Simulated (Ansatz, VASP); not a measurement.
# Sb in two plane-wave programs

Wanted: the spread between two codes on one cell, functional and k mesh.

Method: plane waves, with VASP 6.6.1 beside it; zone-centre phonons at LDA and zone-centre phonons at PBE, in Ansatz 0.2.0.

## 1. The structure

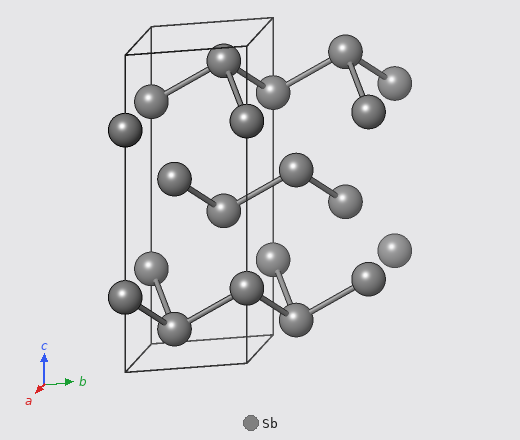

The cell as given, slightly off an axis (antimony grey). 1×2×1 cells are drawn. This picture shows the conventional cell, with its axes. Bonds to atoms that aren't drawn are left out. Some periodic images of atoms are drawn too.

## 2. Ansatz: zone-centre phonons, LDA

Ansatz runs on its default PAW (the set named soft_2) files.

Second derivatives magnify differences that forces hide, and they need a tight electronic threshold.

File input.yaml:

```yaml
crystal:
  lattice:
    - [2.1512680898, 1.2420352108, 3.6473188251]
    - [-2.1512680898, 1.2420352108, 3.6473188251]
    - [0.0, -2.4840704215, 3.6473188251]
  atoms:
    - { symbol: Sb, position: [0.7635730203, 0.7635730203, 0.7635730203] }
    - { symbol: Sb, position: [0.2364269797, 0.2364269797, 0.2364269797] }
hamiltonian:
  xc: lda
  pseudopotentials: { kind: paw }
kpoints:
  mp_grid: { grid: [12, 12, 12] }
scf:
  occupations: { method: methfessel_paxton, width: 0.15 }
phonons:
  method: dfpt
  qpoints: [[0, 0, 0]]
```

Started as:

```bash
$ ansatz run input.yaml --threads 4 --pin off --max-ram 9216MiB --backend cpu --events-out ev --progress --plain --runs-dir out
```

Numbers of over 12 decimals in the logs are rounded to 6 here.

The program printed:

```text
Engine: ansatz 0.2.0, aarch64-unknown-linux-gnu
Pseudopotentials: kind: paw
Pseudopotential: Sb, paw, valence charge 15, recommended cutoff 420 eV (normal), Sb.paw.azcp
Functional definition: SPW92
  exchange = slater_x
  correlation = pw_c
Crystal: 2 atoms, lattice volume = 58.473 Å³
Basis set: ecut = 420 eV, 1153 PW (Γ), exchange–correlation on 60×60×60 points (8 copies of the dense FFT grid, shifted against one another)
Bands: 19, of which v1, the nominal top of the filled ones, is band 15 counted from 1 (14 counted from 0)
Symmetry: 12 space group operations
k-points: 476 of 1728 (irreducible under 2 space group operations, time reversal used)
Non-local potential: Sb, projectors of the file, l = 0: 2, l = 1: 2, l = 2: 2, l = 3: 2
PAW form: soft (Blöchl's): semilocal exchange-correlation on the pseudo side does not see the compensation charge
PAW frozen core: Sb, regenerated for the run's functional, and the local potential with it (the file was generated under x = pbe(κ = 0.804, μ = 0.219515), c = pbe(β = 0.066725))
PAW one-centre angular grid: Sb, 590 points (default); XC on 64 Gauss nodes
Initial density: superposition of atomic densities (neutral atoms: chi_scale 0, normalization atom), corrected by the library's trained network
Initial wavefunctions: pseudopotential atomic-orbital guess
Functional: x = slater, c = lda
SCF iter   1: F=—  HF=-12671.646679 eV  |F-HF|=—  |Δ(HF+E_count)|=         —  Δρ=6.47e-3  dr2=1.04e-2  ethr=1.77e-3  ⟨swp⟩=5.8  Hψ=45250  notcnv=0
preconditioner: auto → none  [insulator: Δε(μ)=0.143 eV  Ē_g=8.797 eV  σ=0.150 eV  W_gap=0.61  n_scr=14 (ndim 8)  ℏωp=15.4 eV  f_vac=0.001  D(μ)=0.11/eV (n_scr^D=0)  ε∞_Penn≈4.0]
SCF iter   2: F=—  HF=-12671.641027 eV  |F-HF|=—  |Δ(HF+E_count)|=   5.65e-3  S|Δr|=    0.00e0  Δρ=2.91e-3  dr2=1.97e-3  ethr=3.45e-5  ⟨swp⟩=1.9  Hψ=14896  notcnv=0
SCF iter   3: F=—  HF=-12671.640476 eV  |F-HF|=—  |Δ(HF+E_count)|=   5.51e-4  S|Δr|=    0.00e0  Δρ=6.21e-4  dr2=3.41e-4  ethr=6.58e-6  ⟨swp⟩=2.0  Hψ=15943  notcnv=0
SCF iter   4: F=—  HF=-12671.640337 eV  |F-HF|=—  |Δ(HF+E_count)|=   1.38e-4  S|Δr|=    0.00e0  Δρ=1.11e-4  dr2=6.30e-6  ethr=1.14e-6  ⟨swp⟩=2.0  Hψ=16188  notcnv=0
SCF iter   5: F=—  HF=-12671.640336 eV  |F-HF|=—  |Δ(HF+E_count)|=   1.34e-6  S|Δr|=    0.00e0  Δρ=9.93e-5  dr2=3.39e-6  ethr=2.10e-8  ⟨swp⟩=2.0  Hψ=16241  notcnv=0
SCF iter   6: F=—  HF=-12671.640334 eV  |F-HF|=—  |Δ(HF+E_count)|=   2.39e-6  S|Δr|=    0.00e0  Δρ=2.30e-5  dr2=1.75e-7  ethr=1.13e-8  ⟨swp⟩=2.0  Hψ=15635  notcnv=0
SCF iter   7: F=—  HF=-12671.640334 eV  |F-HF|=—  |Δ(HF+E_count)|=   4.45e-7  S|Δr|=    0.00e0  Δρ=4.38e-6  dr2=5.74e-9  ethr=5.84e-10  ⟨swp⟩=2.0  Hψ=15257  notcnv=0
SCF iter   8: F=—  HF=-12671.640334 eV  |F-HF|=—  |Δ(HF+E_count)|=   3.11e-9  S|Δr|=    0.00e0  Δρ=3.67e-7  dr2=3.04e-11  ethr=1.91e-11  ⟨swp⟩=2.0  Hψ=15675  notcnv=0
SCF iter   9: F=-12671.640334 eV  HF=-12671.640334 eV  |F-HF|=0.00e0  |Δ(HF+E_count)|=  1.82e-12  S|Δr|=    0.00e0  Δρ=1.71e-8  dr2=1.84e-13  ethr=1.00e-12  ⟨swp⟩=5.8  Hψ=35912  notcnv=0
SCF 1 converged in 9 iterations: F = -12671.640334 eV  dr2 = 1.84e-13
  greatest PAW one-centre occupation: 0.998 electrons in one spin orbital (limit 2), on the Sb atom at site 1 (counted from 0), in its partial waves of l = 2
DFPT response loops at Γ: preconditioner auto → Kerker (q_TF=auto, 2.441 Å⁻¹) (partly filled bands, converged f_vac=0.000); β = 1.00, the filter's whole step (`scf.mixing.beta` (0.50) is not read by the response loops under this deck's `scf.mixing.preconditioner`; to damp them name `kerker` or `kerker_dos`, under which they read `scf.mixing.beta`, and type it under 1.00, their step now; both keys bind the ground state too); Broyden in place of MSR1
SCF converged after 9 iterations
Stability not checked: this state was not tested for a lower state beside it, because cold or Methfessel-Paxton smearing, or corrected tetrahedra, fill the levels in a way that the test cannot read (fill_not_monotonic; see scf.lower_state_search)
Free energy (F): -12671.640334 eV
Harris-Foulkes:  -12671.640334 eV  (|F-HF|=0.00e0)
Internal energy: -12671.641594 eV  (E = F + TS)
E sigma→0 (E₀):  -12671.640649 eV
Entropy (-TS):   0.001260 eV (0.630 meV/atom)
Fermi energy:    10.154218 eV
--- Per-component energies (eV) ---
  E_band       = -332.833519
  E_kinetic    = 417.476557
  E_local      = -3143.197640  (includes V_loc(G=0)·N_el)
  E_nonlocal   = 732.681264
  E_hartree    = 1422.939883
  E_xc         = -276.379599
  E_vxc        = -195.474361  (∫ρ·V_xc dr)
  E_paw        = -8853.009220  (= ΣΔE_a)
  E_vpaw       = -990.199072  (= ΣTr[D̂ρ^β])
  E_aug_tail   = -0.000004  (compensation charges beyond the density's cutoff)
  E_ewald      = -2973.270482
  E_core_change = 1.117647  (= ΣΔE_core)
  E_smearing   = 0.001260  (= −TS)
  E_closure    = -0.000000  (closes the sum)
  Σ components = -12671.640334   (vs F -12671.640334, Δ=0.00e0)
--- Band table (eV; the first three rows and the last of 476) ---
  k-point 0: bands = [... 11 lower, 5.4382, 8.2366, 8.3582, 8.3582, 12.6141, 13.0652, 13.0652, 15.2429]
  k-point 1: bands = [... 11 lower, 5.0524, 8.2582, 8.3521, 8.5523, 12.5038, 12.8297, 12.8349, 14.9454]
  k-point 2: bands = [... 11 lower, 4.1721, 8.2829, 8.3430, 8.9270, 12.1033, 12.2533, 12.2881, 14.8040]
  k-point 475: bands = [... 11 lower, 0.9028, 8.9526, 8.9526, 9.7313, 10.1134, 10.1134, 11.0936, 17.6350]
--- Phonons (Γ-DFPT): 2 representative perturbations + reference, on 476 of 1728 k-points (Σ response iterations 5) ---
  k mesh reduced under 2 symmetry operations, with k and −k counted as one. Each operation leaves every solved perturbation unchanged. A smaller set is not used because it would not reduce the number of displacements times k-points to solve
  ASR residual: 2.993e-5 → 0.000e0 eV/Å²; symmetrization residual: 2.443e-5 eV/Å²
  ASR residual per site (eV/Å²): 2.99e-5 2.99e-5
  Γ frequencies (cm⁻¹): 0.00 0.00 0.00 85.67 85.67 139.87
  non-analytic LO–TO correction: not included (Born effective charges unavailable; polar crystals: no LO–TO splitting at Γ)
--- Phonons (arbitrary-q DFPT): 1 explicit q-point ---
  q = [0, 0, 0] (of the zone-centre solve; hermiticity 6.71e-6, symmetrization 2.42e-6): -0.00 -0.00 0.00 85.67 85.67 139.87
  sum rule: each row above includes the acoustic sum rule's correction from the zone centre's row sums; it moved no ω² by more than (0.26 cm⁻¹)²
```

It took 30 s on 4 threads of Arm Neoverse V2, shared host; peak memory 1.7 GiB; 1.8 min of CPU time.

The column dr2 measures how far the density is from self-consistency, as an energy; F and HF (Harris–Foulkes) agree once it is small.

## 3. VASP: zone-centre phonons, LDA

The same cell, functional (in two slightly different forms), mesh and smearing now go to VASP, with its own data sets and cutoff.

Lines of VASP's logs that name or quote its potential files are left out, and so is its time.

File INCAR:

```
SYSTEM = Sb
PREC = Accurate
ENCUT = 450
EDIFF = 1E-08
NELM = 100
ISMEAR = 1
SIGMA = 0.15
LREAL = .FALSE.
ALGO = Normal
GGA = CA
NBANDS = 11
LORBIT = 11
LWAVE = .FALSE.
LCHARG = .FALSE.
KPAR = 2
IBRION = 8
ISIF = 2
```

File POSCAR:

```
Sb
1.0
    2.1512680898      1.2420352108      3.6473188251
   -2.1512680898      1.2420352108      3.6473188251
    0.0000000000     -2.4840704215      3.6473188251
Sb
2
Direct
    0.7635730203      0.7635730203      0.7635730203
    0.2364269797      0.2364269797      0.2364269797
```

File KPOINTS:

```
Automatic mesh
0
Gamma
12 12 12
0 0 0
```

The projector-augmented-wave data sets are Sb (LDA family, release 64).

Started as:

```bash
$ mpirun -np 2 vasp_std
```

The program printed:

```text
[banner, memory and clock lines left out]
running    2 mpi-ranks, on    1 nodes
 distrk:  each k-point on    1 cores,    2 groups
 distr:  one band on    1 cores,    1 groups

 POSCAR found type information on POSCAR Sb
 POSCAR found :  1 types and       2 ions
 LDA part: xc-table for (Slater(with rela. corr.)+CA(PZ))
 , standard interpolation
 POSCAR, INCAR and KPOINTS ok, starting setup
 FFT: planning ... GRIDC
 FFT: planning ... GRID_SOFT
 FFT: planning ... GRID
 WAVECAR not read
 entering main loop
       N       E                     dE             d eps       ncg     rms          rms(c)
DAV:   1     0.339303294811E+02    0.33930E+02   -0.33448E+03  4158   0.641E+02
DAV:   2    -0.777557235830E+01   -0.41706E+02   -0.40396E+02  5580   0.110E+02
DAV:   3    -0.963431182773E+01   -0.18587E+01   -0.18277E+01  5025   0.262E+01
DAV:   4    -0.965214158521E+01   -0.17830E-01   -0.17824E-01  4711   0.305E+00
DAV:   5    -0.965234698840E+01   -0.20540E-03   -0.20540E-03  4866   0.369E-01    0.322E+00
DAV:   6    -0.963716552182E+01    0.15181E-01   -0.32623E-03  4659   0.311E-01    0.191E+00
DAV:   7    -0.962858514457E+01    0.85804E-02   -0.70433E-03  4533   0.451E-01    0.554E-02
DAV:   8    -0.962859730290E+01   -0.12158E-04   -0.18622E-04  4689   0.984E-02    0.172E-02
DAV:   9    -0.962860094002E+01   -0.36371E-05   -0.13119E-05  4758   0.223E-02    0.584E-03
DAV:  10    -0.962860058244E+01    0.35757E-06   -0.15743E-06  4722   0.694E-03    0.917E-04
DAV:  11    -0.962860060957E+01   -0.27122E-07   -0.14911E-07  4746   0.233E-03    0.358E-04
DAV:  12    -0.962860061002E+01   -0.45418E-09   -0.88487E-09  2787   0.523E-04
   1 F= -.96286006E+01 E0= -.96290274E+01  d E =0.128026E-02
 Linear response reoptimize wavefunctions to high precision
DAV:   1    -0.962860061026E+01   -0.24244E-09   -0.14092E-09  3555   0.259E-04
DAV:   2    -0.962860061029E+01   -0.22396E-10   -0.11039E-10  2424   0.815E-05
 Linear response DOF=           2
 Linear response progress:
  Degree of freedom:   1/  2
       N       E                     dE             d eps       ncg     rms          rms(c)
RMM:   1    -0.260275171598E-01   -0.26028E-01    0.21554E-02 39041   0.121E+00
RMM:   2    -0.256792775285E-01    0.34824E-03   -0.17101E-03 30113   0.252E-01    0.496E-02
RMM:   3    -0.256803371180E-01   -0.10596E-05   -0.19081E-05 31718   0.414E-02    0.292E-02
RMM:   4    -0.257288661180E-01   -0.48529E-04    0.27451E-08 31917   0.202E-02    0.235E-03
RMM:   5    -0.257371933641E-01   -0.83272E-05    0.12245E-06 32491   0.381E-03    0.103E-03
RMM:   6    -0.257389984278E-01   -0.18051E-05   -0.16490E-07 30875   0.920E-04    0.314E-04
RMM:   7    -0.257381685211E-01    0.82991E-06   -0.19244E-07 33046   0.236E-04    0.888E-05
RMM:   8    -0.257381246530E-01    0.43868E-07   -0.65941E-08 33739   0.487E-05    0.198E-05
RMM:   9    -0.257381118154E-01    0.12838E-07    0.12950E-09 33591   0.141E-05    0.201E-06
RMM:  10    -0.257380992911E-01    0.12524E-07   -0.50875E-10 33832   0.573E-06    0.747E-07
RMM:  11    -0.257381053400E-01   -0.60489E-08   -0.13238E-09 21813   0.341E-06    0.128E-07
 first order change of Fermi-energy  -0.21107E-04
 force on displaced ion       1 direction 1 :  -1.815  -0.000  -0.000
 Linear response progress:
  Degree of freedom:   2/  2
       N       E                     dE             d eps       ncg     rms          rms(c)
RMM:   1    -0.270145107694E-01   -0.27015E-01    0.14689E-02  8168   0.122E+00
RMM:   2    -0.257651814716E-01    0.12493E-02   -0.17256E-03  6495   0.261E-01    0.482E-02
RMM:   3    -0.256692253956E-01    0.95956E-04   -0.46063E-05  6906   0.450E-02    0.287E-02
RMM:   4    -0.256028299728E-01    0.66395E-04   -0.25416E-05  6733   0.249E-02    0.690E-03
RMM:   5    -0.256105779817E-01   -0.77480E-05   -0.50987E-07  6951   0.518E-03    0.243E-03
RMM:   6    -0.256123981536E-01   -0.18202E-05   -0.10903E-08  7037   0.108E-03    0.800E-04
RMM:   7    -0.256116932296E-01    0.70492E-06   -0.19851E-08  7086   0.327E-04    0.207E-04
RMM:   8    -0.256117242774E-01   -0.31048E-07   -0.33221E-09  7211   0.557E-05    0.257E-05
RMM:   9    -0.256117435840E-01   -0.19307E-07    0.40265E-10  7217   0.211E-05    0.139E-05
RMM:  10    -0.256117386291E-01    0.49548E-08   -0.53851E-10  7261   0.789E-06    0.308E-06
 first order change of Fermi-energy   0.12668E+00
 force on displaced ion       1 direction 3 :   0.000  -0.000  -4.564
 Linear response finished
```

OUTCAR, selected parts (step 3):

```text
ion  position               nearest neighbor table
   1  0.764  0.764  0.764-   2 2.92   2 2.92   2 2.92   2 3.27   2 3.27   2 3.27
   2  0.236  0.236  0.236-   1 2.92   1 2.92   1 2.92   1 3.27   1 3.27   1 3.27

  LATTYP: Found a trigonal (rhomboedric) cell.
 ALAT       =     4.4128834645
 COS(alpha) =     0.5246930674

 Subroutine GETGRP returns: Found 12 space group operations
 (whereof 12 operations were pure point group operations)

The static configuration has the point symmetry D_3d.

 Found    189 irreducible k-points:

   k-points           NKPTS =    189   k-points in BZ     NKDIM =    189   number of bands    NBANDS=     11

   dimension x,y,z NGX =    32 NGY =   32 NGZ =   32
   dimension x,y,z NGXF=    64 NGYF=   64 NGZF=   64

   ENCUT  =  450.0 eV  33.07 Ry    5.75 a.u.   7.63  7.63  7.63*2*pi/ulx,y,z

   NELECT =      10.0000    total number of electrons

 k-points in reciprocal lattice and weights: Automatic mesh
   0.00000000  0.00000000  0.00000000       0.001
   0.08333333  0.00000000  0.00000000       0.003
   0.16666667  0.00000000 -0.00000000       0.003
   0.25000000  0.00000000  0.00000000       0.003
   0.33333333  0.00000000  0.00000000       0.003
   0.41666667  0.00000000 -0.00000000       0.003
   0.50000000  0.00000000  0.00000000       0.002
   0.08333333  0.08333333  0.00000000       0.003
   0.16666667  0.08333333 -0.00000000       0.007
[...]
-0.41666667  0.50000000  0.41666667       0.003
   0.50000000  0.50000000  0.50000000       0.001

 average (electrostatic) potential at core
       1 -86.3895       2 -86.3895

  Total        0.0004727      0.0004727      0.0026228      0.0000000      0.0000000      0.0000000
  in kB        0.0129523      0.0129523      0.0718664      0.0000000      0.0000000      0.0000000
  external PRESSURE =       0.0325903 kB  Pullay stress =       0.0000000 kB

  energy-cutoff  :      450.00
  volume of cell :       58.47
      direct lattice vectors                 reciprocal lattice vectors
     2.151268090  1.242035211  3.647318825     0.232421055  0.134188359  0.091391334
    -2.151268090  1.242035211  3.647318825    -0.232421055  0.134188359  0.091391334
     0.000000000 -2.484070421  3.647318825     0.000000000 -0.268376718  0.091391334

 POSITION                                       TOTAL-FORCE (eV/Angst)
 -----------------------------------------------------------------------------------
      0.00000      0.00000      8.35498         0.000000     -0.000000     -0.001318
      0.00000      0.00000      2.58697         0.000000      0.000000      0.001318
 -----------------------------------------------------------------------------------
    total drift:                                0.000000     -0.000000      0.000000

 Eigenvectors and eigenvalues of the dynamical matrix
 ----------------------------------------------------

   1 f  =    4.280440 THz    26.894799 2PiTHz  142.780115 cm-1    17.702470 meV
             X         Y         Z           dx          dy          dz
      0.000000  0.000000  8.354983    -0.000000    0.000000    0.707107
      0.000000  0.000000  2.586974     0.000000   -0.000000   -0.707107

   2 f  =    2.699470 THz    16.961270 2PiTHz   90.044625 cm-1    11.164106 meV
             X         Y         Z           dx          dy          dz
      0.000000  0.000000  8.354983    -0.000005   -0.707107    0.000000
      0.000000  0.000000  2.586974     0.000005    0.707107   -0.000000

   3 f  =    2.699470 THz    16.961270 2PiTHz   90.044625 cm-1    11.164106 meV
             X         Y         Z           dx          dy          dz
      0.000000  0.000000  8.354983     0.707107   -0.000005    0.000000
      0.000000  0.000000  2.586974    -0.707107    0.000005   -0.000000

   4 f  =    0.000000 THz     0.000000 2PiTHz    0.000001 cm-1     0.000000 meV
             X         Y         Z           dx          dy          dz
      0.000000  0.000000  8.354983    -0.663313    0.243524    0.026688
      0.000000  0.000000  2.586974    -0.663313    0.243524    0.026688

   5 f/i=    0.000000 THz     0.000000 2PiTHz    0.000001 cm-1     0.000000 meV
             X         Y         Z           dx          dy          dz
      0.000000  0.000000  8.354983    -0.238857   -0.625765   -0.226638
      0.000000  0.000000  2.586974    -0.238857   -0.625765   -0.226638

   6 f/i=    0.000000 THz     0.000000 2PiTHz    0.000002 cm-1     0.000000 meV
             X         Y         Z           dx          dy          dz
      0.000000  0.000000  8.354983    -0.054435   -0.221617    0.669270
      0.000000  0.000000  2.586974    -0.054435   -0.221617    0.669270

 ELASTIC MODULI CONTR FROM IONIC RELAXATION (kBar)
 Direction    XX          YY          ZZ          XY          YZ          ZX
 --------------------------------------------------------------------------------
 XX         -78.6436    -70.9139   -133.0219     -0.0000     27.7627      0.0000
 YY         -70.9139    -78.6436   -133.0219      0.0000    -27.7627     -0.0000
 ZZ        -133.0219   -133.0219   -236.6291      0.0000     -0.0000     -0.0000
 XY          -0.0000      0.0000      0.0000     -3.8649      0.0000     26.2286
 YZ          27.7627    -27.7627     -0.0000      0.0000   -199.4293     -0.0000
 ZX           0.0000     -0.0000     -0.0000     26.2286     -0.0000   -177.9989
 --------------------------------------------------------------------------------
```

## 4. Differences

Known differences besides the PAW data sets themselves: the two LDA forms differ slightly; the data sets hold 30 valence electrons in Ansatz (default PAW (the set named soft_2) files) and 10 in VASP; the cutoff is 420 eV in Ansatz and 450 eV in VASP; Ansatz makes its cores anew for this functional, VASP keeps those of its LDA data sets. Total energies have different zeros and are not compared.

The two programs side by side:

| quantity | Ansatz | VASP | difference |
| --- | --- | --- | --- |
| mode 4 to 5 (cm⁻¹) | 85.7 | 90.0 | -4.86 % |
| mode 6 (cm⁻¹) | 139.9 | 142.8 | -2.04 % |

(Continued in part 2 of 2.)

[Lines on the potential files, build, host, timing and source positions are cut from VASP's logs without a mark.]

[Logs are printed without paths, hosts, clocks, repeated set-up lines and the standing remarks that a program may print on its own settings, such as how far it seeks lower states.]

[Hosts, paths, dates, database ids (printed as entryN), source tags and the programs' standing remarks are cut or masked in the printed files.]
